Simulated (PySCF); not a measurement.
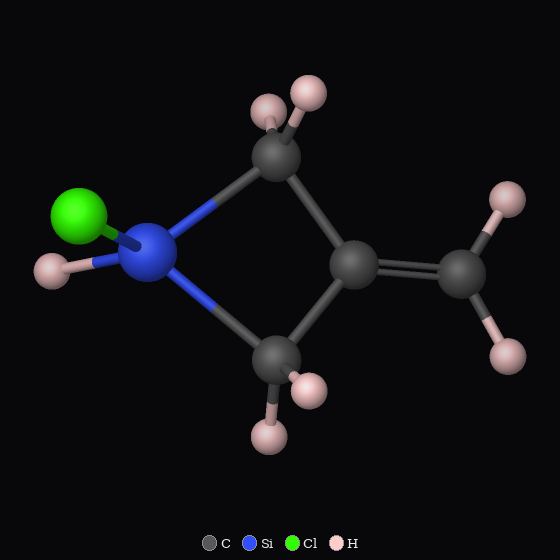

The computed structure is the end point of a GFN2-xTB optimisation. No frequency run is at hand to confirm it as a minimum. Properties computed with PBE0/pcSseg-1, gas phase (PySCF 2.14.0).

Question: What is the HOMO energy (Kohn–Sham orbital)?

Answer: −7.25 eV.

Question: Give the dipole moment at this level.

Answer: 1.13 D.

Question: Give the LUMO energy (Kohn–Sham orbital) at this level.

Answer: −0.17 eV.

The geometry is semi-empirical. Around Si such bond lengths and angles can be off by a tenth of an ångström or more and by several degrees, and values that hang on the shape move with them.
